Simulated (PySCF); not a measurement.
CH₃BrO, SMILES `Br.C=O`.

Computed with PySCF, r2SCAN/def2-SVPD, geometry: GFN2-xTB. GFN2-xTB bond lengths at metals and heavier atoms can be off by up to 0.1 Å and shapes distorted, which carries into these values.

Cartesian coordinates (Å):

```
Br1     -1.2610    0.0068    0.0008
H2      -2.3998   -0.8035   -0.0693
C3       2.4522    0.2879    0.0195
O4       3.4956   -0.2892   -0.0190
H5       1.9476    0.6723   -0.8820
H6       1.9084    0.4789    0.9592
```

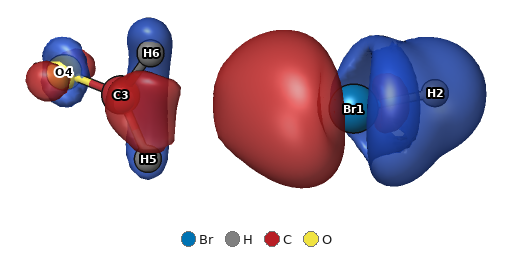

Density of the complex less the densities of the two fragments at the same geometry, ±0.0008 e/Å³ (red: gain, blue: loss). Fragment A: HBr (atoms 1–2); fragment B: H2CO.

### How is the density rearranged on binding?

Hirshfeld charges show almost no net transfer (under 0.005 e). By Hirshfeld charges, electrons gather most on Br1 (−0.003 e) and leave H2 most (+0.006 e); 0.02 e is displaced in all, which induces a dipole of 0.17 D.

### What is the interaction energy, and which contacts carry it?

The counterpoise-corrected interaction energy of the frozen fragments is −0.3 kcal/mol without dispersion correction and −0.6 kcal/mol with D3(BJ). The pair geometry is semi-empirical, not a minimum at this level. Contacts: Br1···H6, 3.35 Å, ρ = 0.003 a.u. The pose is a local one from a semi-empirical search, not shown to be the most stable.
